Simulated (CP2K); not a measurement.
# MNDO run of CH6GeO3 (SMILES C[O][GeH]([OH])[OH])

What is the vertical electron affinity of CH6GeO3 at MNDO? 

Program for the calculation: CP2K 2026.2.

3 further runs of the same task are left out: 2 that didn't finish, 1 set aside as unsound or not needed.

### 1 Starting point

CH6GeO3 has 11 atoms, charge 0, and is taken as a singlet. SMILES: `C[O][GeH]([OH])[OH]`. Geometry: a rough force-field guess. This is one conformer, not always the lowest.

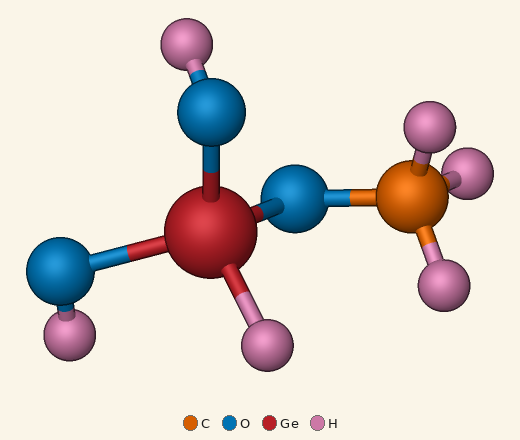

Viewed from a chosen angle; carbon orange, oxygen blue, germanium red, hydrogen pink.

### 2 The energy at MNDO

Input file run.inp:

```
&GLOBAL
    PROJECT run
    RUN_TYPE ENERGY
    PRINT_LEVEL MEDIUM
&END GLOBAL

&FORCE_EVAL
    METHOD Quickstep
    &DFT
        &QS
            METHOD MNDO
            EPS_DEFAULT 1.0E-10
            &SE
                &COULOMB
                    CUTOFF [angstrom] 50
                    RC_RANGE [angstrom] 0
                &END COULOMB
                &EXCHANGE
                    CUTOFF [angstrom] 50
                    RC_RANGE [angstrom] 0
                &END EXCHANGE
            &END SE
        &END QS
        &POISSON
            PERIODIC NONE
            POISSON_SOLVER ANALYTIC
        &END POISSON
        &SCF
            SCF_GUESS ATOMIC
            EPS_SCF 1.0E-07
            MAX_SCF 100
            ADDED_MOS 2
            &DIAGONALIZATION
                ALGORITHM STANDARD
            &END DIAGONALIZATION
            &MIXING
                METHOD DIRECT_P_MIXING
                ALPHA 0.4
            &END MIXING
        &END SCF
        &PRINT
            &MOMENTS
                PERIODIC F
                REFERENCE COM
                MAX_MOMENT 1
            &END MOMENTS
            &MO ON
                ENERGIES T
                OCCUPATION_NUMBERS T
                NDIGITS 6
                &EACH
                    QS_SCF 0
                &END EACH
                ADD_LAST NUMERIC
            &END MO
            &HIRSHFELD OFF
            &END HIRSHFELD
        &END PRINT
    &END DFT
    &SUBSYS
        &CELL
            ABC 11.5 12.1 11.8
            PERIODIC NONE
        &END CELL
        &COORD
            UNIT bohr
            C     -1.5531659     1.9471738     1.8764980
            O     -1.1353475     1.5123478    -0.6978759
            Ge     1.1209855    -0.9760435    -0.8271331
            O      2.4360459    -1.3199737    -3.9790073
            O     -0.2207200    -3.8898123     0.1946418
            H     -3.0730726     3.5935032     1.9464179
            H     -2.4063772     0.3547016     2.8277862
            H      0.1483435     2.7419926     2.8432819
            H      3.4542304    -0.2919627     1.0202631
            H      3.0963163     0.3059467    -4.3354097
            H     -1.7438393    -4.0853989    -0.8305346
        &END COORD
        &TOPOLOGY
            &CENTER_COORDINATES
            &END CENTER_COORDINATES
        &END TOPOLOGY
    &END SUBSYS
&END FORCE_EVAL
```

On the command line:

```bash
$ OMP_NUM_THREADS=1 cp2k.psmp run.inp > run.out
```

The program printed (excerpt; [...] marks lines left out):

```text
CP2K| version string:                                       CP2K version 2026.2
[...]
 GLOBAL| Method name                                                        CP2K
[...]
 GLOBAL| Run type                                                         ENERGY
[...]
                             - Atoms:                                         11
[...]
                             - Spherical basis functions:                     26
[...]
 Number of electrons:                                                         32
[...]
     1 P_Mix/Diag. 0.40E+00    0.0     0.77456402       -38.7060496735 -3.87E+01
[...]
    18 DIIS/Diag.  0.57E-07    0.0     0.00000008       -46.3317183386 -8.53E-14
  *** SCF run converged in    18 steps ***
  Core-core repulsion energy [eV]:                           2392.64768877012739
  Core Hamiltonian energy [eV]:                             -2091.98044881012356
  Two-electron integral energy [eV]:                        -3122.83482481364263
  Electronic energy [eV]:                                   -3653.39786121694488
  Total energy [eV]:                                        -1260.75017244681726
  Atomic reference energy [eV]:                              1254.38860792799755
  Heat of formation [kcal/mol]:                              -146.70117449505909
[...]
 SE_DIPOLE| Moment [Debye]          0.34524658      -1.53217878      -0.90520679
 SE_DIPOLE| Derivative [a.u.]       0.00000000       0.00000000       0.00000000
 ENERGY| Total FORCE_EVAL ( QS ) energy [hartree]            -46.331718338648656
[...]
```

It took 0.4 s on 1 thread of Arm Neoverse N1, shared host; peak memory 0.14 GiB.

### 3 The doublet anion at the same level

Input file gas.inp:

```
&GLOBAL
    PROJECT gas
    RUN_TYPE ENERGY
    PRINT_LEVEL MEDIUM
&END
&FORCE_EVAL
    METHOD QS
    &DFT
        CHARGE -1
        MULTIPLICITY 2
        SPIN_POLARIZED T
        &QS
            METHOD MNDO
            EPS_DEFAULT 1.0E-10
            &SE
                &COULOMB
                    CUTOFF [angstrom] 50
                    RC_RANGE [angstrom] 0
                &END
                &EXCHANGE
                    CUTOFF [angstrom] 50
                    RC_RANGE [angstrom] 0
                &END
            &END
        &END
        &POISSON
            PERIODIC NONE
            POISSON_SOLVER ANALYTIC
        &END
        &SCF
            SCF_GUESS ATOMIC
            EPS_SCF 1.0E-07
            MAX_SCF 100
            ADDED_MOS 2
            &DIAGONALIZATION
                ALGORITHM STANDARD
            &END
            &MIXING
                METHOD DIRECT_P_MIXING
                ALPHA 0.4
            &END
        &END
        &PRINT
            &MOMENTS
                PERIODIC F
                REFERENCE COM
                MAX_MOMENT 1
            &END
            &MO ON
                ENERGIES T
                OCCUPATION_NUMBERS T
                NDIGITS 6
                &EACH
                    QS_SCF 0
                &END
                ADD_LAST NUMERIC
            &END
            &HIRSHFELD OFF
            &END
        &END
    &END
    &SUBSYS
        &CELL
            ABC 11.5 12.1 11.8
            PERIODIC NONE
        &END
        &COORD
            UNIT bohr
            C     -1.5531659     1.9471738     1.8764980
            O     -1.1353475     1.5123478    -0.6978759
            Ge     1.1209855    -0.9760435    -0.8271331
            O      2.4360459    -1.3199737    -3.9790073
            O     -0.2207200    -3.8898123     0.1946418
            H     -3.0730726     3.5935032     1.9464179
            H     -2.4063772     0.3547016     2.8277862
            H      0.1483435     2.7419926     2.8432819
            H      3.4542304    -0.2919627     1.0202631
            H      3.0963163     0.3059467    -4.3354097
            H     -1.7438393    -4.0853989    -0.8305346
        &END
        &TOPOLOGY
            &CENTER_COORDINATES
            &END
        &END
    &END
&END
```

On the command line:

```bash
$ OMP_NUM_THREADS=1 cp2k.psmp -i gas.inp > gas.out 2>&1
```

The program printed (excerpt; [...] marks lines left out):

```text
CP2K| version string:                                       CP2K version 2026.2
[...]
 GLOBAL| Method name                                                        CP2K
[...]
 GLOBAL| Run type                                                         ENERGY
[...]
                             - Atoms:                                         11
[...]
                             - Spherical basis functions:                     26
[...]
 Number of electrons:                                                         17
[...]
     1 P_Mix/Diag. 0.40E+00    0.0     0.41340946       -38.9940006215 -3.90E+01
[...]
    32 DIIS/Diag.  0.16E-06    0.0     0.00000009       -46.3171309446 -4.12E-13
  *** SCF run converged in    32 steps ***
  Core-core repulsion energy [eV]:                           2392.64768877012739
  Core Hamiltonian energy [eV]:                             -2117.20422531977783
  Two-electron integral energy [eV]:                        -3071.59338543416879
  Electronic energy [eV]:                                   -3653.00091803686155
  Total energy [eV]:                                        -1260.35322926673462
  Atomic reference energy [eV]:                              1254.38860792799755
  Heat of formation [kcal/mol]:                              -137.54744657896708
[...]
 SE_DIPOLE| Moment [Debye]          2.08282550      -0.56468064       0.68768580
 SE_DIPOLE| Derivative [a.u.]       0.00000000       0.00000000       0.00000000
 ENERGY| Total FORCE_EVAL ( QS ) energy [hartree]            -46.317130944557448
[...]
```

Wall time 0.48 s (1 thread of Arm Neoverse N1, shared host); peak memory 0.14 GiB.

### 4 Results

Level: MNDO.

```
                                         quantity            value
                    singlet CH6GeO3: total energy     -46.33172 Eh
                   singlet CH6GeO3: dipole moment           1.81 D
                     singlet CH6GeO3: HOMO energy        -11.68 eV
                     singlet CH6GeO3: LUMO energy          0.73 eV
                   singlet CH6GeO3: HOMO–LUMO gap         12.42 eV
               singlet CH6GeO3: heat of formation  -146.7 kcal/mol
                      doublet anion: total energy     -46.31713 Eh
doublet anion: HOMO energy (highest over α and β)          0.05 eV
 doublet anion: LUMO energy (lowest over α and β)          7.58 eV
                 doublet anion: heat of formation  -137.5 kcal/mol
vertical electron affinity (to the doublet anion)        -0.397 eV
```

The anion lies 0.40 eV (38.3 kJ/mol) above the neutral: the electron isn't bound at this level. The HOMO (doublet anion) lies at positive energy, 0.05 eV: the electron is unbound at this level or held by a compact basis; values depend on the basis.
